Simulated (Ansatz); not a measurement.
**BeSe, response to strain**

Take BeSe in the zinc blende structure (space group F-43m, No. 216; a = 5.178 Å) as the base.

Strains are applied to the cell and any free atomic positions relax.

Level of theory: PBE (Ansatz, a program for electronic structure; PAW; 420 eV plane waves; no SOC).

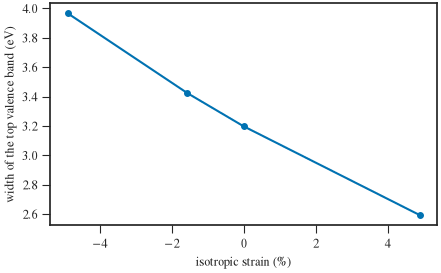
Fig. 1. Width of the top valence band against isotropic strain

Problem. From the plot, what is the width of the top valence band for isotropic strain +4.89 %?

Solution. About 2.6 eV.

Problem. Is the trend monotonic over the range shown?

Solution. Yes, it falls throughout, spanning 2.59 eV to 3.97 eV.

The levels and masses belong to the bands next to the band gap. Stability against distortions was not tested.
